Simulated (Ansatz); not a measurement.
Electronic density of states of amorphous Zr20O43Mo, density 5.23 g/cm³, on a 2×2×2 Γ-centred mesh with a Gaussian width of 0.1 eV; energies count from the Fermi level, whose place inside the gap is arbitrary. Cell and mesh are small, so fine structure isn't converged. Level of theory: PBE, scalar-relativistic without spin-orbit coupling (plane waves to 420 eV, PAW; Ansatz, an electronic-structure program). Sampling: a 2×2×2 Γ-centred mesh; Fermi-Dirac width 0.02 eV; no spin polarisation. At PBE the levels at both edges of the gap are localised (band-tail or defect states), and the nearest spread-out levels lie 3.9 eV apart at the zone centre.

It comes from a melt-quench run on a machine-learned potential (CHGNet), relaxed afterwards by DFT. O atoms were pushed apart under 1.9 Å during the dynamics, to hinder bonds among them. The hot cell started wider than the set density and was brought back towards it in steps. It is the lowest in DFT energy of 2 quenches. It is a model cell: composition and starting density were chosen by hand, and all elements were melted together. No dispersion term was used. Its density started from a set value of 5.23 and ended at 5.23 g/cm³. The simulated quench (nominally 300 K/ps over its main leg) is rapid and tends to freeze in more defects than a deposited or slowly cooled glass has. One small periodic cell is one sample of the glass; other quenches scatter about these values. The volume was held where the preparation left it and the shape relaxed, at a PBE pressure of -2.3 GPa (tension). Stress components on the final sampling reach 2.4 GPa.

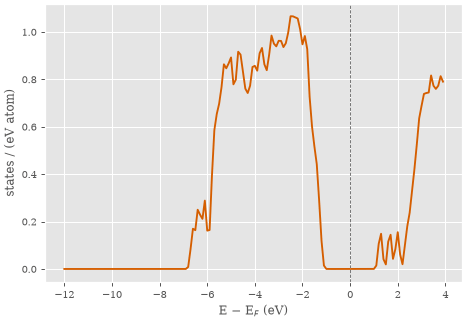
Figure: Density of states per atom

The gap between localised states on this mesh is 2.50 eV; the broadening fills part of it in the curve.
